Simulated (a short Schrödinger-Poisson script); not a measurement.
System: symmetric double-gate stack, SiO2 on p-type Ge(100), at 300 K.

```tsv
layer	material	thickness (nm)	Na (cm⁻³)
1	SiO2	1.3	-
2	Ge	3	8e15
3	SiO2	1.3	-
```

The device is made up for the run: typed textbook-type constants, with dimensions and the other settings drawn at random. SiO2: permittivity 3.9, conduction-band edge (eV) 3.1, gap (eV) 9, electron mass (mₑ) 0.5. Ge: permittivity 16, conduction-band edge (eV) 0, gap (eV) 0.664, Nv at 300 K (cm⁻³) 6e18.

Channel valleys (confinement mass, in-plane density-of-states mass, number): L4 0.12, 0.295, 4. At the gates, both at one voltage, the conduction-band edge of layer 1 lies 3.13 eV − eVg above the Fermi level of the channel. Gaps are held at their typed values at every temperature. Mesh 0.03 nm at interfaces.

From a short Schrödinger-Poisson script (our own, NumPy): 1D Poisson equation in equilibrium, electrons quantum, Hartree (BenDaniel-Duke, 12 states a valley, the channel's in-plane mass for all, wave functions free to enter the dielectric), parabolic valleys, classical holes, full ionisation, no traps, pinning or gate leakage.

Only gate voltages with over 1e8 electrons/cm² are shown.

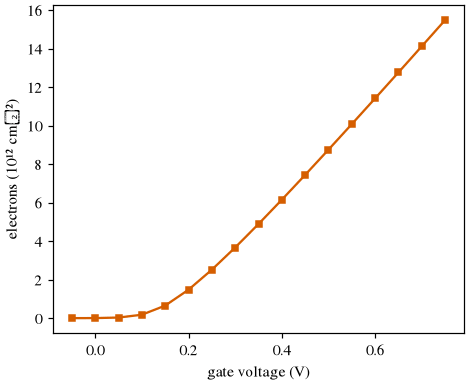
Figure. Sheet density against gate voltage

| Vg (V) | electrons (cm⁻²) | C (μF/cm²) | L4 E0 (meV) | L4 E1 (meV) |
|---|---|---|---|---|
| -0.05 | 6.85e8 | 0.00433 | 254.1 | 820.7 |
| 0 | 4.71e9 | 0.0296 | 204.3 | 770.8 |
| 0.05 | 3.15e10 | 0.190 | 155.2 | 721.7 |
| 0.1 | 1.78e11 | 0.902 | 110.2 | 676.4 |
| 0.15 | 6.52e11 | 2.16 | 76.2 | 641.8 |
| 0.2 | 1.48e12 | 3.06 | 54.2 | 618.7 |
| 0.25 | 2.52e12 | 3.55 | 39.3 | 602.4 |
| 0.3 | 3.67e12 | 3.82 | 28.4 | 589.9 |
| 0.35 | 4.89e12 | 3.99 | 19.6 | 579.6 |
| 0.4 | 6.15e12 | 4.10 | 12.3 | 570.5 |
| 0.45 | 7.44e12 | 4.17 | 6.0 | 562.5 |
| 0.5 | 8.75e12 | 4.23 | 0.3 | 555.1 |
| 0.55 | 1.01e13 | 4.27 | -4.8 | 548.1 |
| 0.6 | 1.14e13 | 4.31 | -9.6 | 541.6 |
| 0.65 | 1.28e13 | 4.33 | -14.1 | 535.3 |
| 0.7 | 1.41e13 | 4.35 | -18.3 | 529.3 |
| 0.75 | 1.55e13 | 4.37 | -22.3 | 523.5 |

Subbands count from the Fermi level. The capacitance is that of both gates.

Only the L valleys are kept; under strong confinement the Δ valleys of Ge fill too.
